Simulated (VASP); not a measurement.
## TePt with PBEsol: from relaxation to properties

How well does PBEsol reproduce what experiment finds for TePt? The cell is relaxed first, and properties follow on it. The steps: full relaxation (PBEsol), density, ELF and potential (PBEsol), bands along the symmetry lines (PBEsol), density of states (PBEsol), vibrations at Γ (PBEsol), independent-particle dielectric function (PBEsol), volume scan with PBEsol and fit for PBEsol. The start is a cell from a database of measured crystal structures.

Main program and level: VASP 6.6.1; PBEsol; plane waves and PAW (Te, Pt).

Experimental background.

“Electronic and topological properties of the van der Waals layered superconductor PtTe” (2022, arxiv:2203.06655) reports for PtTe, ZrCl-type rhombohedral, by single crystal x-ray diffraction (flux-grown crystal, 200 K): lattice constant a (a, hexagonal setting) 3.9612 ± 0.0004 Å; lattice constant c (c, hexagonal setting) 19.815 ± 0.002 Å.

Most raw output is cut from this account.

The database entry behind the starting cell differs from later determinations by our own check (c about 0.8 % long), so it need not match the best structure at ambient conditions.

## 1. The structure

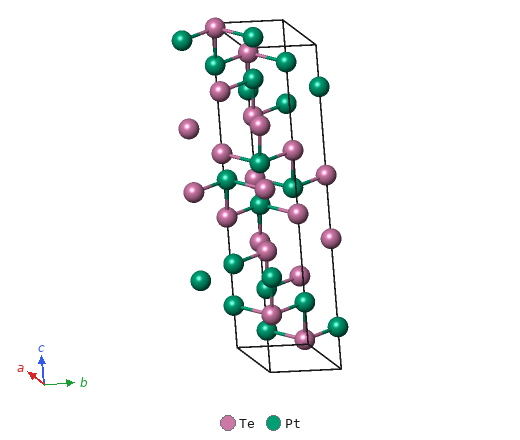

Start, viewed from a free direction; tellurium pink, platinum teal. 2×1×1 cells are drawn. This picture shows the conventional cell, with its axes. Bonds to atoms that aren't drawn are left out. Some periodic images of atoms are drawn too.

Coordinates:

```
Te Pt
1.0
     1.98157    1.14406    6.66103
    -1.98157    1.14406    6.66103
     0.00000   -2.28812    6.66103
Te Pt
2 2
Direct
  0.59800 0.59800 0.59800
  0.40200 0.40200 0.40200
  0.87033 0.87033 0.87033
  0.12967 0.12967 0.12967
```

## 2. Full relaxation (PBEsol)

Properties are meant for the cell that this level of theory prefers, so cell and atoms are relaxed first (ISIF = 3) until forces and stress are small; EDIFFG sets the threshold. PBEsol restores the gradient expansion of exchange and is tuned for the cells of solids.

File INCAR:

```
SYSTEM = TePt
PREC = Accurate
ENCUT = 400
EDIFF = 1E-06
NELM = 100
ISMEAR = 0
SIGMA = 0.05
LREAL = .FALSE.
ALGO = Normal
GGA = PS
NBANDS = 22
LASPH = .TRUE.
LORBIT = 11
LWAVE = .FALSE.
LCHARG = .FALSE.
KPAR = 4
IBRION = 2
NSW = 60
ISIF = 3
EDIFFG = -0.01
```

File POSCAR:

```
TePt
1.0
    1.9815661262      1.1440577364      6.6610334788
   -1.9815661262      1.1440577364      6.6610334788
    0.0000000000     -2.2881154728      6.6610334788
Te Pt
2 2
Direct
    0.5980000000      0.5980000000      0.5980000000
    0.4020000000      0.4020000000      0.4020000000
    0.8703333333      0.8703333333      0.8703333333
    0.1296666667      0.1296666667      0.1296666667
```

File KPOINTS:

```
Automatic mesh
0
Gamma
7 7 7
0 0 0
```

PAW data sets: Te and Pt (PBE family, release 64).

Started as:

```bash
> mpirun -np 4 vasp_std
```

Elapsed: 2.4 min, on 4 MPI ranks of AMD EPYC 9R45, shared host; peak memory 1.4 GiB.

The k-mesh is coarse for a metal. The bonds form layers, held to each other by dispersion, which PBEsol lacks, so the spacing between them is unreliable. The PAW data sets were made with PBE, which is usual practice but a small mismatch for other functionals. The run keeps the 12 symmetry operations of its start, so it cannot find a distortion of lower symmetry.

The steps of the relaxation:

```
step  energy less that of the first step (eV)  largest force (eV/Å)  pressure (GPa)  volume (Å³)
   1                                   0.0000                0.1458           -0.54        90.60
   2                                  -0.0012                0.1422            0.79        89.60
   3                                  -0.0019                0.1146            0.29        89.97
   4                                  -0.0030                0.0463           -0.07        90.01
   5                                  -0.0030                0.0305           -0.02        90.01
   6                                  -0.0032                0.0214           -0.05        89.97
   7                                  -0.0034                0.0048           -0.11        89.86
   8                                  -0.0034                0.0213            0.20        89.61
   9                                  -0.0034                0.0089            0.03        89.75
```

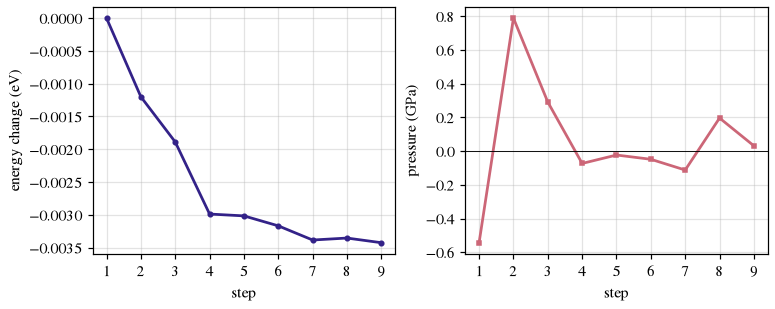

Energy and pressure along the relaxation.

```csv
"conventional cell, symmetrised",before,after,change
a (Å),3.963,3.955,-0.2 %
b (Å),3.963,3.955,-0.2 %
c (Å),19.983,19.880,-0.5 %
volume (Å³/atom),22.65,22.44,-0.9 %
```

The atoms that moved most (Å, as changes of fractional coordinates times the final cell):

```
atom     dx     dy      dz  length
 Te2  0.000  0.000  -0.014   0.014
 Te1  0.000  0.000   0.014   0.014
 Pt4  0.000  0.000   0.006   0.006
 Pt3  0.000  0.000  -0.006   0.006
```

The relaxed structure:

```cif
data_structure
_symmetry_space_group_name_H-M 'P 1'
_symmetry_Int_Tables_number 1
_cell_length_a 7.0091
_cell_length_b 7.0091
_cell_length_c 7.0091
_cell_angle_alpha 32.771
_cell_angle_beta 32.771
_cell_angle_gamma 32.771
_cell_volume 89.75
loop_
_atom_site_label
_atom_site_type_symbol
_atom_site_fract_x
_atom_site_fract_y
_atom_site_fract_z
_atom_site_occupancy
Te1 Te 0.59873 0.59873 0.59873 1
Te2 Te 0.40127 0.40127 0.40127 1
Pt3 Pt 0.87005 0.87005 0.87005 1
Pt4 Pt 0.12995 0.12995 0.12995 1
```

Numbers from this step:

```
electrons                       : 32
bands                           : 22
irreducible k-points            : 44
symmetry operations             : 12
free energy (TOTEN)             : -22.36 eV
energy at zero smearing         : -22.36 eV
Fermi energy                    : 8.368 eV
pressure                        : 0.03117 GPa
metallic                        : yes
SCF cycles over all ionic steps : 62
```

It ends with a largest force of 0.009 eV/Å and a pressure of 0.03 GPa. The volume lies -0.9 % from that of the database's start, which holds the thermal and zero-point expansion of its experiment.

## 3. Density, ELF and potential (PBEsol)

The relaxed cell gets a fresh self-consistent run, on a basis set for its own volume, to fix the density and to check the remaining stress.

INCAR, as its differences from that of step 2:

```diff
@@ -14,7 +14,5 @@
 LWAVE = .FALSE.
-LCHARG = .FALSE.
-KPAR = 4
-IBRION = 2
-NSW = 60
-ISIF = 3
-EDIFFG = -0.01
+LCHARG = .TRUE.
+ISIF = 2
+LELF = .TRUE.
+LVHAR = .TRUE.
```

File POSCAR:

```
TePt
1.0
    1.9772619222      1.1415727030      6.6267833343
   -1.9772619222      1.1415727030      6.6267833343
    0.0000000000     -2.2831454061      6.6267833343
Te Pt
2 2
Direct
    0.5987281417      0.5987281417      0.5987281417
    0.4012718583      0.4012718583      0.4012718583
    0.8700474103      0.8700474103      0.8700474103
    0.1299525897      0.1299525897      0.1299525897
```

KPOINTS is that of step 2.

Started as:

```bash
> mpirun -np 4 vasp_std
```

The job ended after 33 s (4 MPI ranks; peak memory 0.69 GiB; 2 min of CPU time).

Numbers from this step:

```
SCF cycles : 14
bands      : 24
pressure   : 0.01701 GPa
```

Valence electrons inside each PAW sphere by angular momentum. Sphere charges, by row:

```
atom  s (e)  p (e)  d (e)  tot (e)
 Te1  1.392  1.846  0.091    3.328
 Te2  1.392  1.846  0.091    3.328
 Pt3  0.685  0.595  8.138    9.418
 Pt4  0.685  0.595  8.138    9.418
```

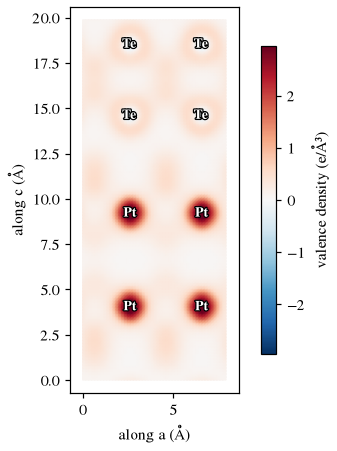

Valence density in the ac plane of the conventional cell at fractional y = 0.333, with atoms of Te and Pt within 0.2 Å of it. It is the smooth field of the valence electrons, not physical close to the nuclei.

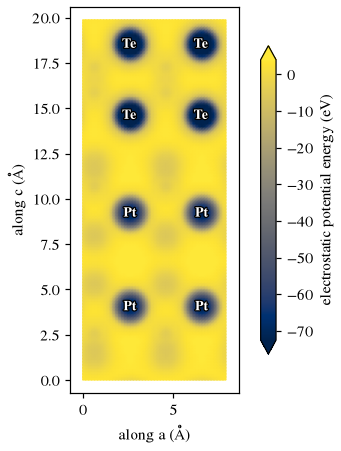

Electrostatic potential energy in the ac plane of the conventional cell at fractional y = 0.333, with atoms of Te and Pt within 0.2 Å of it. With pseudopotentials it is smooth inside the atoms' cores, unlike the true potential.

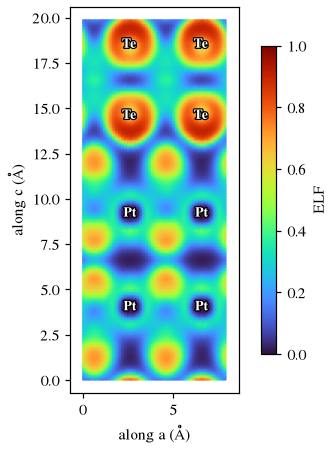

ELF in the ac plane of the conventional cell at fractional y = 0.333, with atoms of Te and Pt within 0.2 Å of it. It is the smooth field of the valence electrons, not physical close to the nuclei.

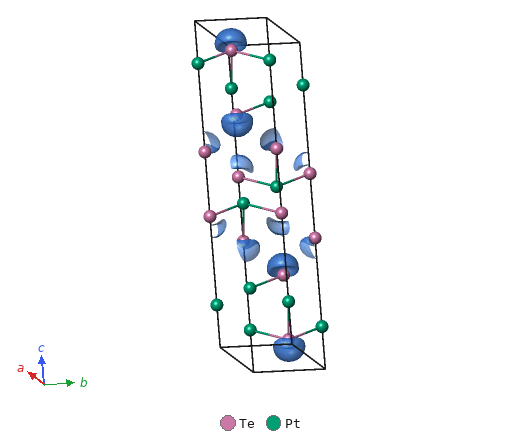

Surface of ELF = 0.83. Bonds to atoms that aren't drawn are left out.

In this run the pressure is 0.02 GPa, small enough to go on.

## 4. Bands along the symmetry lines (PBEsol)

The mesh alone shows little of the dispersion and can miss band extrema, so KPOINTS_OPT adds a path through the symmetry points after the self-consistent cycle.

File INCAR:

```
SYSTEM = TePt
PREC = Accurate
ENCUT = 400
EDIFF = 1E-06
NELM = 100
ISMEAR = 0
SIGMA = 0.05
LREAL = .FALSE.
ALGO = Normal
GGA = PS
NBANDS = 30
LASPH = .TRUE.
LORBIT = 11
LWAVE = .FALSE.
LCHARG = .FALSE.
KPAR = 4
```

POSCAR is that of step 3.

KPOINTS is that of step 3.

File KPOINTS_OPT:

```
Line mode
16
Line-mode
Reciprocal
  0.00000000   0.00000000   0.00000000 GAMMA
  0.50000000   0.00000000   0.00000000 L

  0.50000000   0.00000000   0.00000000 L
  0.50000000   0.18645050  -0.18645050 B1

  0.81354950   0.50000000   0.18645050 B
  0.50000000   0.50000000   0.50000000 Z

  0.50000000   0.50000000   0.50000000 Z
  0.00000000   0.00000000   0.00000000 GAMMA

  0.00000000   0.00000000   0.00000000 GAMMA
  0.34322525   0.00000000  -0.34322525 X

  0.65677475   0.34322525   0.00000000 Q
  0.50000000   0.50000000   0.00000000 F

  0.50000000   0.50000000   0.00000000 F
  0.65677475   0.65677475   0.18645050 P1

  0.65677475   0.65677475   0.18645050 P1
  0.50000000   0.50000000   0.50000000 Z

  0.50000000   0.00000000   0.00000000 L
  0.81354950   0.34322525   0.34322525 P
```

Started as:

```bash
> mpirun -np 4 vasp_std
```

It took 1.7 min on 4 MPI ranks; peak memory 1.4 GiB; 6.2 min of CPU time.

Spin-orbit coupling is off here; with elements this heavy it splits and shifts levels by tenths of an eV or more.

Numbers from this step:

| Quantity | Value |
| --- | --- |
| SCF cycles | 13 |
| bands | 30 |
| pressure | 0.02279 GPa |

Electronic bands along the path, in eV, zero at the Fermi level; # counts the bands kept:

| point | #11 | #12 | #13 | #14 | #15 | #16 | #17 | #18 |
| --- | --- | --- | --- | --- | --- | --- | --- | --- |
| Γ | -1.68 | 0.70 | 0.70 | 0.94 | 1.28 | 2.93 | 2.93 | 4.64 |
| L | -2.45 | -1.94 | -1.78 | -0.99 | 0.38 | 1.37 | 2.01 | 3.84 |
| B1 | -2.29 | -2.00 | -1.22 | -1.19 | -0.30 | 1.20 | 3.41 | 3.45 |
| jump to B | -2.29 | -2.00 | -1.22 | -1.19 | -0.30 | 1.20 | 3.41 | 3.45 |
| Z | -1.62 | -1.61 | 1.30 | 1.30 | 1.97 | 1.97 | 3.60 | 4.60 |
| Γ | -1.68 | 0.70 | 0.70 | 0.94 | 1.28 | 2.93 | 2.93 | 4.64 |
| X | -2.26 | -2.01 | -1.47 | -0.73 | -0.67 | 1.26 | 3.09 | 4.14 |
| jump to Q | -2.26 | -2.01 | -1.47 | -0.73 | -0.67 | 1.26 | 3.09 | 4.14 |
| F | -2.42 | -1.73 | -1.73 | -1.33 | -1.10 | 2.64 | 3.93 | 4.83 |
| P1 | -2.25 | -1.72 | -1.55 | -1.48 | -0.79 | 2.35 | 2.88 | 4.82 |
| Z | -1.62 | -1.61 | 1.30 | 1.30 | 1.97 | 1.97 | 3.60 | 4.60 |
| jump to L | -2.45 | -1.94 | -1.78 | -0.99 | 0.38 | 1.37 | 2.01 | 3.84 |
| P | -2.25 | -1.72 | -1.55 | -1.48 | -0.79 | 2.35 | 2.88 | 4.82 |

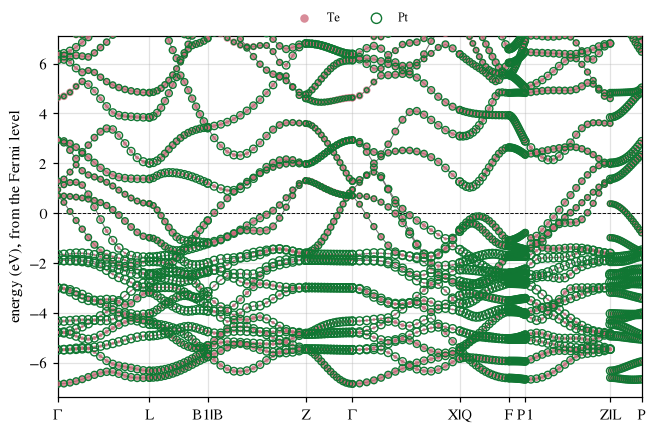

Electronic bands along the path; dots are coloured as in the legend, and their area grows with the weight.

There is no gap at this level.

## 5. Density of states (PBEsol)

Here the states are counted by energy and projected on the atoms. The mesh is finer than in the run before.

INCAR, as its differences from that of step 4:

```diff
@@ -5,3 +5,3 @@
 NELM = 100
-ISMEAR = 0
+ISMEAR = -5
 SIGMA = 0.05
@@ -16 +16,2 @@
 KPAR = 4
+NEDOS = 2001
```

POSCAR is that of step 4.

File KPOINTS:

```
Automatic mesh
0
Gamma
10 10 10
0 0 0
```

Started as:

```bash
> mpirun -np 4 vasp_std
```

The job ended after 90 s (4 MPI ranks; peak memory 1.7 GiB; 5.6 min of CPU time).

With tetrahedra the forces and stress of a metal are not exact derivatives of the energy.

Numbers from this step:

* SCF cycles: 14
* irreducible k-points: 116
* Fermi energy: 8.396 eV
* pressure: 0.06499 GPa
* DOS at the Fermi level: 1.956 states/eV/cell

The density of states has structure finer than the step of the table below, so its rows give means over 1 eV, whole bins alone (the curve runs from -12.0 to 4.71 eV). Peaks (eV: height): total -5.0: 7.19, -2.4: 8.22, -1.9: 8.22, -1.7: 8.16; Pt d -2.4: 6.36, -2.3: 4.82, -1.9: 6.41, -1.8: 6.09; Te p -6.4: 0.848, -5.2: 1.11, -4.8: 0.701, -4.3: 0.698; Pt p -4.0: 0.31, -3.6: 0.215, -1.0: 0.295, -0.3: 0.259; Pt s -6.4: 1.21, -1.6: 0.264, 3.3: 0.262.

States under -12.0 eV and over 4.7 eV are left out. Density of states against energy, zero at the Fermi level; means over each step; values in states/eV/cell:

| energy (eV) | total | Pt d | Te p | Pt p | Pt s | Te s | Te d |
| --- | --- | --- | --- | --- | --- | --- | --- |
| -11 | 0.744 | 0.0547 | 0.00377 | 0.0195 | 0.0138 | 0.477 | 1.5e-4 |
| -10 | 0 | 0 | 0 | 0 | 0 | 0 | 0 |
| -9 | 0 | 0 | 0 | 0 | 0 | 0 | 0 |
| -8 | 0 | 0 | 0 | 0 | 0 | 0 | 0 |
| -7 | 0.461 | 0.0561 | 0.0913 | 0.0137 | 0.123 | 0.00839 | 0.00150 |
| -6 | 3.44 | 1.13 | 0.644 | 0.0712 | 0.484 | 0.0591 | 0.0132 |
| -5 | 4.92 | 2.87 | 0.708 | 0.128 | 0.158 | 0.0442 | 0.0295 |
| -4 | 4.95 | 3.03 | 0.582 | 0.201 | 0.132 | 0.0515 | 0.0338 |
| -3 | 4.24 | 2.89 | 0.405 | 0.137 | 0.0656 | 0.0371 | 0.0296 |
| -2 | 6.40 | 4.71 | 0.430 | 0.168 | 0.148 | 0.0601 | 0.0480 |
| -1 | 2.57 | 1.07 | 0.535 | 0.248 | 0.0569 | 0.0373 | 0.0170 |
| 0 | 1.91 | 0.549 | 0.557 | 0.220 | 0.0258 | 0.0283 | 0.0160 |
| 1 | 1.24 | 0.405 | 0.363 | 0.0974 | 0.0180 | 0.0271 | 0.0134 |
| 2 | 2.09 | 0.827 | 0.522 | 0.0727 | 0.0760 | 0.0408 | 0.0404 |
| 3 | 1.49 | 0.350 | 0.319 | 0.0948 | 0.195 | 0.0340 | 0.0513 |
| 4 | 0.860 | 0.155 | 0.138 | 0.0599 | 0.152 | 0.0232 | 0.0521 |

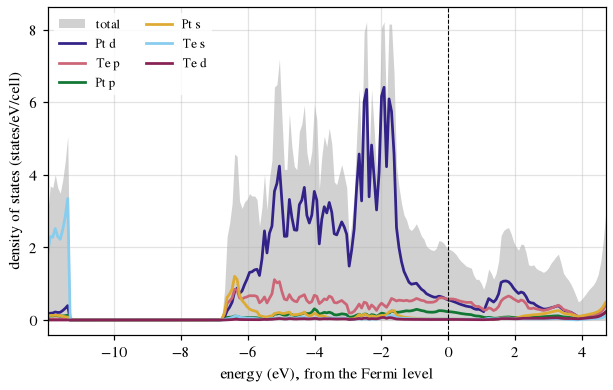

Density of states, plotted against energy.

The finer mesh and the other smearing move the Fermi level by +0.03 eV from the 7×7×7 run, a small shift, which tests the Fermi level alone. Of the states within 0.3 eV of the Fermi level, the largest shares in the PAW spheres are Te p 29 %, Pt d 28 % and Pt p 12 %. The rest lies in smaller channels or between the spheres.

## 6. Vibrations at Γ (PBEsol)

Zone-centre modes test whether the atoms sit at a minimum within this cell. IBRION = 8 takes the force constants from linear response, which needs tightly converged orbitals.

File INCAR:

```
SYSTEM = TePt
PREC = Accurate
ENCUT = 400
EDIFF = 1E-08
NELM = 100
ISMEAR = 1
SIGMA = 0.2
LREAL = .FALSE.
ALGO = Normal
GGA = PS
NBANDS = 22
LASPH = .TRUE.
LORBIT = 11
LWAVE = .FALSE.
LCHARG = .FALSE.
KPAR = 4
IBRION = 8
ISIF = 2
```

POSCAR is that of step 5.

File KPOINTS:

```
Automatic mesh
0
Gamma
11 11 11
0 0 0
```

Started as:

```bash
> mpirun -np 4 vasp_std
```

The job ended after 24 min (4 MPI ranks; peak memory 7.5 GiB; 1.5 h of CPU time).

Energies printed during the response cycles are not total energies of the cell.

This step gave:

- bands: 22
- irreducible k-points: 146
- pressure of the cell: 0.04707 GPa
- largest force of the cell: 0.02798 eV/Å
- Fermi energy: 8.406 eV

Modes at Γ, with each element's share of the kinetic energy:

```csv
mode,frequency (cm⁻¹),symmetry,Te %,Pt %
1,0.0,acoustic,40,60
2,0.0,acoustic,40,60
3,0.0,acoustic,40,60
4,89.6,Eg,64,36
5,89.6,Eg,64,36
6,117.1,A1g,48,52
7,151.8,A2u,60,40
8,159.1,Eu,60,40
9,159.1,Eu,60,40
10,170.8,A1g,52,48
11,179.5,Eg,36,64
12,179.5,Eg,36,64
```

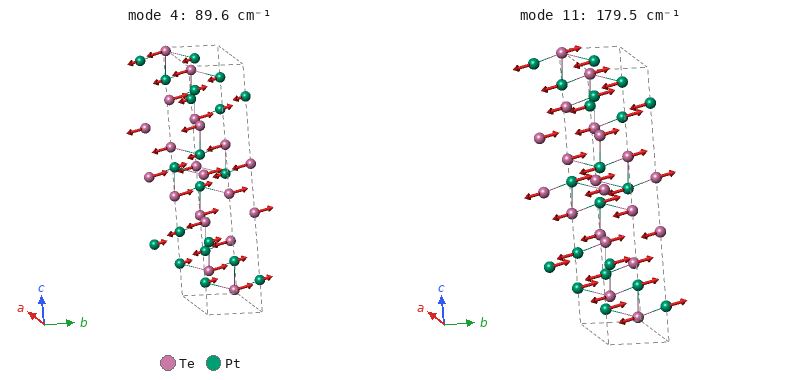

Displacement patterns of modes 4 and 11 at Γ; arrows are exaggerated. Bonds to atoms that aren't drawn are left out. 2×1×1 conventional cells are drawn. Some periodic images of atoms are drawn too.

The three acoustic modes come out at zero, and all others are real. By the characters of their eigenvectors the optical modes sort into (cm⁻¹) Raman active: Eg 90, A1g 117, A1g 171, Eg 180; infrared active: A2u 152, Eu 159. With a centre of inversion no mode is active in both.

## 7. Independent-particle dielectric function (PBEsol)

LOPTICS sums transitions from filled to empty bands. NBANDS is raised for it.

File INCAR:

```
SYSTEM = TePt
PREC = Accurate
ENCUT = 400
EDIFF = 1E-06
NELM = 100
ISMEAR = 0
SIGMA = 0.05
LREAL = .FALSE.
ALGO = Normal
GGA = PS
NBANDS = 48
LASPH = .TRUE.
LORBIT = 11
LWAVE = .FALSE.
LCHARG = .FALSE.
KPAR = 4
LOPTICS = .TRUE.
NEDOS = 1500
CSHIFT = 0.1
```

POSCAR is that of step 6.

File KPOINTS:

```
Automatic mesh
0
Gamma
10 10 10
0 0 0
```

Started as:

```bash
> mpirun -np 4 vasp_std
```

Elapsed: 2.5 min, on 4 MPI ranks; peak memory 2.9 GiB; 8.8 min of CPU time.

These are independent-particle spectra without excitons or local fields, and fine structure depends on the mesh and on CSHIFT. The intraband (Drude) part is not in this spectrum.

Numbers from this step:

```yaml
scf_cycles: 13
bands: 48
irreducible_k_points: 116
fermi_energy: 8.415 eV
pressure: 0.09600 GPa
```

The imaginary dielectric function has structure finer than the step of the table below, so its rows give means over 2 eV, whole bins alone (the curve runs from 0 to 25.0 eV). Peaks (eV: height): xx 0.6: 44.7; zz 0.2: 10.1, 0.7: 22.8, 1.5: 21.4.

The imaginary dielectric function by photon energy; means over each step:

| photon energy (eV) | xx | zz |
| --- | --- | --- |
| 2 | 19.4 | 16.2 |
| 4 | 8.38 | 9.10 |
| 6 | 6.18 | 5.91 |
| 8 | 3.86 | 4.13 |
| 10 | 3.04 | 2.91 |
| 12 | 1.96 | 2.22 |
| 14 | 1.50 | 1.74 |
| 16 | 1.36 | 1.48 |
| 18 | 0.967 | 1.08 |
| 20 | 0.739 | 0.839 |
| 22 | 0.611 | 0.651 |

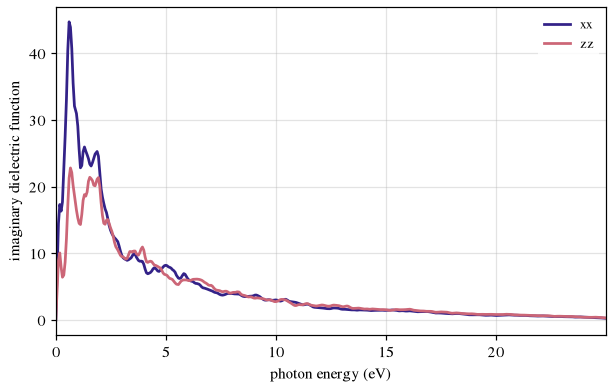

Imaginary dielectric function against photon energy.

Real dielectric function against photon energy:

```csv
photon energy (eV),xx,zz
0,65.1,40.9
1,12.0,17.2
2,-1.07,3.26
3,-0.455,2.58
4,-0.347,0.402
5,0.582,-0.150
6,-1.14,0.563
7,-0.995,-0.616
8,-0.421,-0.338
9,-0.428,-0.613
10,-0.611,-0.359
11,-0.961,-0.341
12,-0.712,-0.191
13,-0.500,-0.401
14,-0.264,-0.331
15,-0.165,-0.231
16,-0.225,-0.189
17,-0.348,-0.310
18,-0.209,-0.292
19,-0.152,-0.217
20,-0.0418,-0.0906
21,-0.0548,-0.129
22,-0.0186,-0.0911
23,-0.0368,-0.0721
24,-0.0337,-0.0617
```

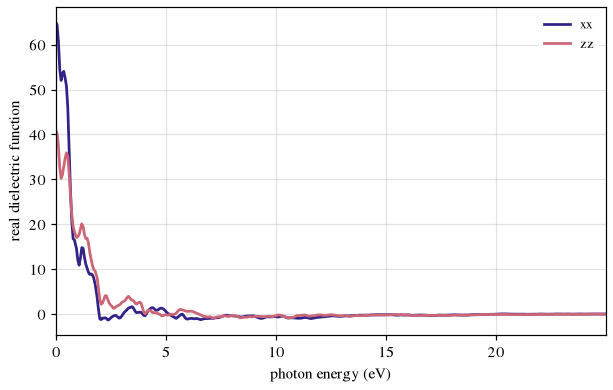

Real dielectric function against photon energy.

## 8. Volume scan with PBEsol, volume scale 0.94

An equation of state needs energies on both sides of the minimum, all on one mesh and cutoff.

INCAR, as its differences from that of step 7:

```diff
@@ -10,3 +10,3 @@
 GGA = PS
-NBANDS = 48
+NBANDS = 22
 LASPH = .TRUE.
@@ -16,4 +16,2 @@
 KPAR = 4
-LOPTICS = .TRUE.
-NEDOS = 1500
-CSHIFT = 0.1
+ISIF = 2
```

File POSCAR:

```
TePt
1.0
    1.9368983123      1.1182687619      6.4915048997
   -1.9368983123      1.1182687619      6.4915048997
    0.0000000000     -2.2365375240      6.4915048997
Te Pt
2 2
Direct
    0.5987281417      0.5987281417      0.5987281417
    0.4012718583      0.4012718583      0.4012718583
    0.8700474103      0.8700474103      0.8700474103
    0.1299525897      0.1299525897      0.1299525897
```

File KPOINTS:

```
Automatic mesh
0
Gamma
7 7 7
0 0 0
```

Started as:

```bash
> mpirun -np 4 vasp_std
```

The job ended after 33 s (4 MPI ranks; peak memory 1.3 GiB).

The scan keeps the cell's shape and the fractional positions fixed.

Numbers from this step:

```yaml
scf_cycles: 14
bands: 22
irreducible_k_points: 44
free_energy_toten: -22.21 eV
energy_at_zero_smearing: -22.21 eV
fermi_energy: 9.339 eV
pressure: 9.730 GPa
```

Force by atom:

```
atom  x (eV/Å)  y (eV/Å)  z (eV/Å)   size
 Te1     0.000     0.000     0.832  0.832
 Te2     0.000     0.000    -0.832  0.832
 Pt3     0.000     0.000     0.002  0.002
 Pt4     0.000     0.000    -0.002  0.002
```

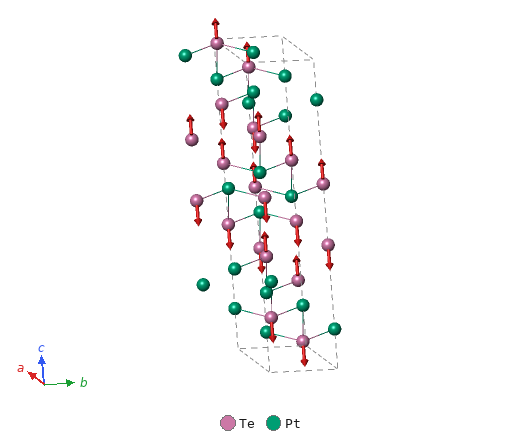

Force as arrows, the longest 0.832 eV/Å. Bonds to atoms that aren't drawn are left out. 2×1×1 conventional cells are drawn. Some periodic images of atoms are drawn too.

The pressure here is 9.73 GPa.

[end of part 1 of 2]

[Lines on the potential files, build, host, timing and source positions are cut from VASP's logs without a mark.]

[Logs are printed without paths, hosts, clocks, repeated set-up lines and the standing remarks that a program may print on its own settings, such as how far it seeks lower states.]

[Hosts, paths, dates, database ids (printed as entryN), source tags and the programs' standing remarks are cut or masked in the printed files.]

[Measured values are set beside computed ones only where the two were judged alike; some that the calculation misses by far are left out.]
